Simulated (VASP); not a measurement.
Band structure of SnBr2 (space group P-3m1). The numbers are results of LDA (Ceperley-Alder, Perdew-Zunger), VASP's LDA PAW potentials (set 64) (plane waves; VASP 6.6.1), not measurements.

Unless said otherwise, spin-orbit coupling is left out, though it shifts the bands of the heavy elements here.

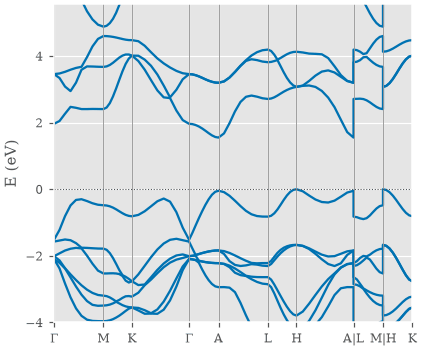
Bands along high-symmetry lines, zero at the valence-band maximum or, without a gap, the Fermi level

**Question.** Read the plot: is there a gap, and where are the band edges?

**Answer.** The gap is indirect, 1.55 eV, from the valence maximum at H to the conduction minimum at A. (Edges off the drawn lines would not show.)

The structure comes from a computed database's SnBr2 entry (P-3m1); how it stands against other phases isn't given here. It was relaxed first, which changed the volume by -12 %.
